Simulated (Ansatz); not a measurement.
# Zr (P6_3/mmc, 2 atoms in the cell) under biaxial strain in the (0001) plane, that of a and b, part 2 of 3

Wanted: the shifts of the zone-centre modes of Zr (P6_3/mmc, 2 atoms in the cell) with strain.

Ansatz 0.2.0; DFT LDA, scalar-relativistic, plane waves, PAW; PAW set soft_1.

So far. Step 3 (Tight relaxation): The forces vanish by symmetry and the pressure is 0.000 GPa, within the tolerances set. The cell now holds 21.78 Å³/atom.

### 4. Zone-centre response at rest

Phonons follow from the second derivative of the energy, found here by linear response.

The modes at rest are the reference of the series.

input.yaml

```yaml
crystal:
  lattice:
    - [3.1430227527, 0.0, 0.0]
    - [-1.5715113763, 2.7219375485, 0.0]
    - [0.0, 0.0, 5.0919837928]
  atoms:
    - { symbol: Zr, position: [0.3333333333, 0.6666666667, 0.25] }
    - { symbol: Zr, position: [0.6666666667, 0.3333333333, 0.75] }
kpoints:
  mp_grid: { grid: [15, 15, 8] }
hamiltonian:
  xc: lda
  pseudopotentials: { kind: paw, azcp: { folder: soft_1 }, xc_functional: pbe }
scf:
  occupations: { method: methfessel_paxton, width: 0.2 }
output:
  eigenvalues: true
phonons:
  method: dfpt
```

Started as:

```console
> ansatz run input.yaml --threads 4 --pin off --max-ram 10240MiB --backend cpu --events-out ev --progress --plain --runs-dir out
```

Numbers of over 12 decimals in the logs are rounded to 6 here.

The program printed:

```text
zone centre: on kpoints.mp_grid the ground state, and the responses unless they are solved on pairs of k-points, stand on 320 of the mesh's 1800 k-points, reduced under 4 symmetry operations, with k and −k counted as one. Each operation leaves every solved displacement unchanged or reverses it
[...]
Crystal: 2 atoms, lattice volume = 43.562 Å³
Basis set: ecut = 420 eV, 845 PW (Γ), exchange–correlation on 48×48×72 points (8 copies of the dense FFT grid, shifted against one another)
Bands: 16, of which v1, the nominal top of the filled ones, is band 12 counted from 1 (11 counted from 0)
Symmetry: 24 space group operations
k-points: 320 of 1800 (irreducible under 4 space group operations, time reversal used)
[...]
SCF iter   1: F=—  HF=-8155.136498 eV  |F-HF|=—  |Δ(HF+E_count)|=         —  Δρ=2.85e-2  dr2=4.30e-1  ethr=3.10e-3  ⟨swp⟩=5.1  Hψ=47461  notcnv=0
automatic band count: the SCF goes on with 20 bands, as 16 were too few: they end inside the smearing window of the response
[...]
SCF iter   2: F=—  HF=-8155.026842 eV  |F-HF|=—  |Δ(HF+E_count)|=   1.10e-1  S|Δr|=    0.00e0  Δρ=1.75e-2  dr2=1.58e-1  ethr=1.79e-3  ⟨swp⟩=1.0  Hψ=8968  notcnv=0
[...]
SCF iter   8: F=-8154.968668 eV  HF=-8154.968668 eV  |F-HF|=2.73e-12  |Δ(HF+E_count)|=  6.28e-11  S|Δr|=    0.00e0  Δρ=1.68e-7  dr2=9.70e-12  ethr=1.00e-12  ⟨swp⟩=8.9  Hψ=32617  notcnv=0
SCF 1 converged in 8 iterations: F = -8154.968668 eV  dr2 = 9.70e-12
[...]
DFPT response loops at Γ: preconditioner auto → Kerker (q_TF=auto, 2.470 Å⁻¹) (partly filled bands, converged f_vac=0.000); β = 1.00, the filter's whole step (`scf.mixing.beta` (0.50) is not read by the response loops under this deck's `scf.mixing.preconditioner`; to damp them name `kerker` or `kerker_dos`, under which they read `scf.mixing.beta`, and type it under 1.00, their step now; both keys bind the ground state too); Broyden in place of MSR1
SCF converged after 8 iterations
[...]
Free energy (F): -8154.968668 eV
[...]
Internal energy: -8154.970322 eV  (E = F + TS)
E sigma→0 (E₀):  -8154.969081 eV
Entropy (-TS):   0.001654 eV (0.827 meV/atom)
Fermi energy:    14.826596 eV
Step filling:    the computed levels leave a gap of 0.0000 eV = 0.0 smearing widths at the electron count; against every level under it full and every level over it empty, smearing changes F+E_penalty+E_count by +0.614 meV and its σ→0 estimate by +0.201 meV
[...]
--- Band table (eV; the first three rows and the last of 320) ---
  k-point 0: bands = [... 8 lower, 9.0578, 11.5879, 15.6702, 15.6825, 15.6825, 16.1902, 16.3979, 16.3979, ... 4 higher]
  k-point 1: bands = [... 8 lower, 9.1964, 11.5889, 15.5685, 15.6197, 15.6197, 15.9242, 16.3003, 16.3003, ... 4 higher]
  k-point 2: bands = [... 8 lower, 9.5909, 11.5424, 15.3029, 15.3474, 15.5268, 15.5268, 16.0675, 16.0675, ... 4 higher]
  k-point 319: bands = [... 8 lower, 12.4191, 12.4191, 14.1170, 14.1170, 14.8872, 14.8872, 16.7124, 16.7124, ... 4 higher]
--- Phonons (Γ-DFPT): 2 representative perturbations + reference, on 320 of 1800 k-points (Σ response iterations 6) ---
  k mesh reduced under 4 symmetry operations, with k and −k counted as one. Each operation leaves every solved displacement unchanged or reverses it
  ASR residual: 4.203e-5 → 0.000e0 eV/Å²; symmetrization residual: 2.590e-10 eV/Å²
  ASR residual per site (eV/Å²): 4.20e-5 4.20e-5
  Γ frequencies (cm⁻¹): 0.00 0.00 0.00 51.85 51.85 171.74
  non-analytic LO–TO correction: not included (Born effective charges unavailable; polar crystals: no LO–TO splitting at Γ)
```

The job ended after 19 s (4 threads of Arm Neoverse V1, shared host; peak memory 0.92 GiB; 69 s of CPU time).

Numbers from this step:

| Property | Result |
| --- | --- |
| sum-rule residual before enforcement | 4.20e-5 eV/Å² |
| point group | 6/mmm |
| highest optical mode at the zone centre (no LO-TO term) | 171.7 cm⁻¹ |
| lowest optical zone-centre mode | 51.85 cm⁻¹ |

Patterns of degenerate modes are one choice out of their space. Modes at Γ:

```
mode  frequency (cm⁻¹)  symmetry
   1               0.0  acoustic
   2               0.0  acoustic
   3               0.0  acoustic
   4              51.9       E2g
   5              51.9       E2g
   6             171.7       B1g
```

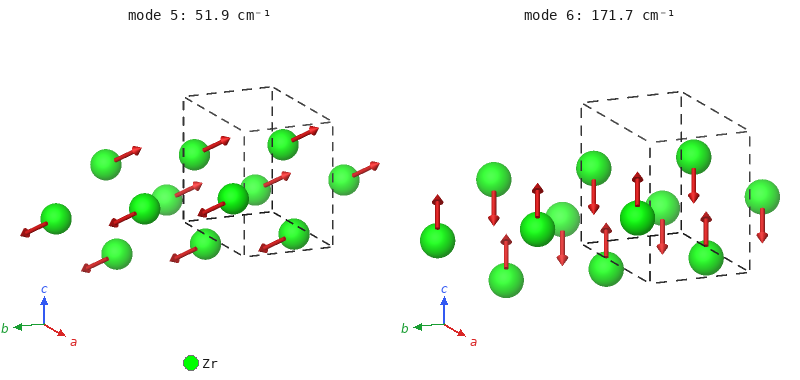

Displacement patterns of modes 5 and 6 at Γ; arrows are exaggerated. 2×3×1 cells are drawn.

Before it was imposed, the acoustic sum rule was missed by 4.2e-5 eV/Å². Small misses are needed for a sound result but don't prove that mesh and cutoff are converged. The lowest optical mode is real, 51.9 cm⁻¹.

### 5. A member of the series: biaxial strain of +4 % in the (0001) plane, that of a and b

The cell takes a biaxial strain of +4 % in the (0001) plane, that of a and b. The strained lengths are held, while the rest of the cell and the atoms relax.

input.yaml, the sections that differ from step 4:

```yaml
crystal:
  lattice:
    - [3.2687436628, 0.0, 0.0]
    - [-1.6343718314, 2.8308150504, 0.0]
    - [0.0, 0.0, 4.9656721541]
  atoms:
    - { symbol: Zr, position: [0.3333333333, 0.6666666667, 0.25] }
    - { symbol: Zr, position: [0.6666666667, 0.3333333333, 0.75] }
output:
  forces: true
  stress: true
  eigenvalues: true
relax:
  adjacent_minimum: "off"
  f_tol: 0.001
  max_steps: 60
  cell: { stress_tol: 0.01, fix: [a, b, gamma] }
# kpoints, hamiltonian, scf: as in step 4
# phonons: removed
```

The program printed:

```text
[...]
Crystal: 2 atoms, lattice volume = 45.948 Å³
Basis set: ecut = 420 eV, 929 PW (Γ)
Bands: 16, of which v1, the nominal top of the filled ones, is band 12 counted from 1 (11 counted from 0)
Symmetry: 24 space group operations
[...]
k-points: 135 of 1800
[...]
k-point 134: bands = [... 8 lower, 12.5578, 12.5578, 12.7373, 12.7373, 14.0722, 14.0722, 16.1950, 16.1950, ... 4 higher]
--- Relaxed structure (3 steps of the walk, 3 accepted, 1 SCFs on fresh bases) ---
[...]
cell:  # Å, volume = 45.5628 Å³
    - [3.268744, 0, 0.0]
    - [-1.634372, 2.830815, 0.0]
    - [0.0, 0.0, 4.924003]
  atoms:
    - { symbol: Zr, position: [0.333333, 0.666667, 0.25] }
    - { symbol: Zr, position: [0.666667, 0.333333, 0.75] }
[key lines of the parts left out:]
SCF converged after 4 iterations
Free energy (F): -8154.906283 eV
Fermi energy:    14.092467 eV
P = ⅓ Tr σ = -3.7553 GPa (-37.553 kbar)
```

The job ended after 6.1 s (4 threads; peak memory 0.42 GiB; 23 s of CPU time).

Relaxation path:

```
step  energy less that of the first step (eV)  largest force component (eV/Å)  pressure (GPa)  volume (Å³)
   1                                   0.0000                          0.0000           -4.59        45.95
   2                                  -0.0012                          0.0000           -3.30        45.36
   3                                  -0.0017                          0.0000           -3.75        45.56
  4*                                  -0.0017                          0.0000           -3.76        45.56
```

Relaxation steps marked * repeat the geometry before them on a plane-wave basis chosen anew for their cell, so energy and pressure can jump there.

Forces are held to the 24 operations that the run works with; a distortion that breaks them can't arise in this run.

```
conventional cell, symmetrised  before  after  change
                         a (Å)   3.269  3.269  -0.0 %
                         b (Å)   3.269  3.269  -0.0 %
                         c (Å)   4.966  4.924  -0.8 %
              volume (Å³/atom)   22.97  22.78  -0.8 %
```

Final coordinates:

```xyz
2
Lattice="3.2687 0.0000 0.0000 -1.6344 2.8308 0.0000 0.0000 0.0000 4.9240" Properties=species:S:1:pos:R:3 pbc="T T T"
Zr    0.0000    1.8872    1.2310
Zr    1.6344    0.9436    3.6930
```

Numbers from this step:

```
pressure        : -3.755 GPa
volume per atom : 22.78 Å³
```

The forces vanish by symmetry.

### 6. Zone-centre modes of the member: biaxial strain of +4 % in the (0001) plane, that of a and b

The zone-centre modes follow for biaxial strain of +4 % in the (0001) plane, that of a and b.

input.yaml, the sections that differ from step 5:

```yaml
crystal:
  lattice:
    - [3.2687436628, 0.0, 0.0]
    - [-1.6343718314, 2.8308150504, 0.0]
    - [0.0, 0.0, 4.9240025457]
  atoms:
    - { symbol: Zr, position: [0.3333333333, 0.6666666667, 0.25] }
    - { symbol: Zr, position: [0.6666666667, 0.3333333333, 0.75] }
output:
  eigenvalues: true
phonons:
  method: dfpt
# kpoints, hamiltonian, scf: as in step 5
# relax: removed
```

The program printed:

```text
[...]
Crystal: 2 atoms, lattice volume = 45.563 Å³
Basis set: ecut = 420 eV, 929 PW (Γ), exchange–correlation on 48×48×72 points (8 copies of the dense FFT grid, shifted against one another)
Bands: 16, of which v1, the nominal top of the filled ones, is band 12 counted from 1 (11 counted from 0)
Symmetry: 24 space group operations
k-points: 320 of 1800 (irreducible under 4 space group operations, time reversal used)
[...]
SCF iter   1: F=—  HF=-8155.091535 eV  |F-HF|=—  |Δ(HF+E_count)|=         —  Δρ=2.88e-2  dr2=4.76e-1  ethr=3.10e-3  ⟨swp⟩=5.1  Hψ=47291  notcnv=0
[...]
SCF iter   8: F=-8154.906284 eV  HF=-8154.906284 eV  |F-HF|=4.55e-12  |Δ(HF+E_count)|=  4.46e-11  S|Δr|=    0.00e0  Δρ=7.63e-8  dr2=1.53e-12  ethr=1.00e-12  ⟨swp⟩=9.7  Hψ=29249  notcnv=0
SCF 1 converged in 8 iterations: F = -8154.906284 eV  dr2 = 1.53e-12
[...]
SCF converged after 8 iterations
[...]
Free energy (F): -8154.906284 eV
[...]
Internal energy: -8154.907372 eV  (E = F + TS)
E sigma→0 (E₀):  -8154.906556 eV
Entropy (-TS):   0.001088 eV (0.544 meV/atom)
Fermi energy:    14.092467 eV
[...]
--- Band table (eV; the first three rows and the last of 320) ---
  k-point 0: bands = [... 8 lower, 8.3823, 10.9655, 14.7819, 14.7819, 15.5339, 15.6290, 15.6290, 15.7902, ... 4 higher]
  k-point 1: bands = [... 8 lower, 8.5285, 10.9816, 14.6505, 14.6505, 15.4111, 15.4845, 15.4845, 15.5581, ... 4 higher]
  k-point 2: bands = [... 8 lower, 8.9458, 10.9715, 14.4862, 14.4862, 14.9049, 15.0818, 15.1583, 15.1583, ... 4 higher]
  k-point 319: bands = [... 8 lower, 11.7501, 11.7501, 13.4423, 13.4423, 14.0725, 14.0725, 15.8498, 15.8498, ... 4 higher]
[...]
ASR residual: 2.358e-5 → 0.000e0 eV/Å²; symmetrization residual: 9.237e-14 eV/Å²
  ASR residual per site (eV/Å²): 2.36e-5 2.36e-5
  Γ frequencies (cm⁻¹): 0.00 0.00 0.00 68.51 68.51 176.13
[...]
```

The job ended after 19 s (4 threads; peak memory 0.94 GiB; 71 s of CPU time).

Numbers from this step:

* sum-rule residual before enforcement: 2.36e-5 eV/Å²
* highest optical mode at the zone centre (no LO-TO term): 176.1 cm⁻¹
* lowest optical zone-centre mode: 68.51 cm⁻¹

Patterns of degenerate modes are one choice out of their space. Modes at Γ:

```
mode  frequency (cm⁻¹)  symmetry
   1               0.0  acoustic
   2               0.0  acoustic
   3               0.0  acoustic
   4              68.5       E2g
   5              68.5       E2g
   6             176.1       B1g
```

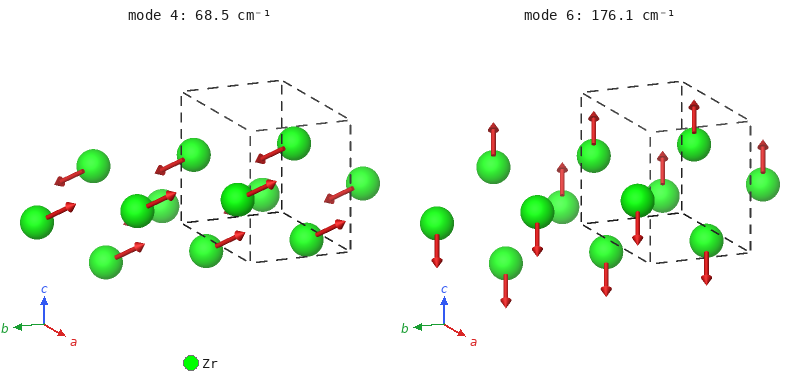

Displacement patterns of modes 4 and 6 at Γ; arrows are exaggerated. 2×3×1 cells are drawn.

The lowest optical mode is real, 68.5 cm⁻¹, and the highest lies at 176.1 cm⁻¹.

Between step 4 and this run (strain 4 %) the value for the highest optical mode at the zone centre (no LO-TO term) moves from 172 cm⁻¹ to 176 cm⁻¹ (+3 %).

### 7. Relaxation of a member: biaxial strain of -4 % in the (0001) plane, that of a and b

The cell takes a biaxial strain of -4 % in the (0001) plane, that of a and b. The strained lengths are held, while the rest of the cell and the atoms relax.

input.yaml, the sections that differ from step 6:

```yaml
crystal:
  lattice:
    - [3.0173018426, 0.0, 0.0]
    - [-1.5086509213, 2.6130600465, 0.0]
    - [0.0, 0.0, 5.2507992968]
  atoms:
    - { symbol: Zr, position: [0.3333333333, 0.6666666667, 0.25] }
    - { symbol: Zr, position: [0.6666666667, 0.3333333333, 0.75] }
output:
  forces: true
  stress: true
  eigenvalues: true
relax:
  adjacent_minimum: "off"
  f_tol: 0.001
  max_steps: 60
  cell: { stress_tol: 0.01, fix: [a, b, gamma] }
# kpoints, hamiltonian, scf: as in step 6
# phonons: removed
```

The program printed:

```text
[...]
Crystal: 2 atoms, lattice volume = 41.399 Å³
Basis set: ecut = 420 eV, 773 PW (Γ)
Bands: 16, of which v1, the nominal top of the filled ones, is band 12 counted from 1 (11 counted from 0)
Symmetry: 24 space group operations
[...]
k-points: 135 of 1800
[...]
k-point 134: bands = [... 8 lower, 13.8643, 13.8643, 14.1848, 14.1848, 15.6154, 15.6154, 17.3676, 17.3676]
--- Relaxed structure (4 steps of the walk, 4 accepted, 1 SCFs on fresh bases) ---
[...]
cell:  # Å, volume = 41.9697 Å³
    - [3.017302, 0, 0.0]
    - [-1.508651, 2.613060, 0.0]
    - [0.0, 0.0, 5.323135]
  atoms:
    - { symbol: Zr, position: [0.333333, 0.666667, 0.25] }
    - { symbol: Zr, position: [0.666667, 0.333333, 0.75] }
[key lines of the parts left out:]
SCF converged after 5 iterations
Free energy (F): -8154.913216 eV
Fermi energy:    15.385019 eV
P = ⅓ Tr σ = 3.1338 GPa (31.338 kbar)
```

The job ended after 6.5 s (4 threads; peak memory 0.38 GiB; 24 s of CPU time).

(Part 2 of 3 ends here.)

[Logs are printed without paths, hosts, clocks, repeated set-up lines and the standing remarks that a program may print on its own settings, such as how far it seeks lower states.]

[Hosts, paths, dates, database ids (printed as entryN), source tags and the programs' standing remarks are cut or masked in the printed files.]
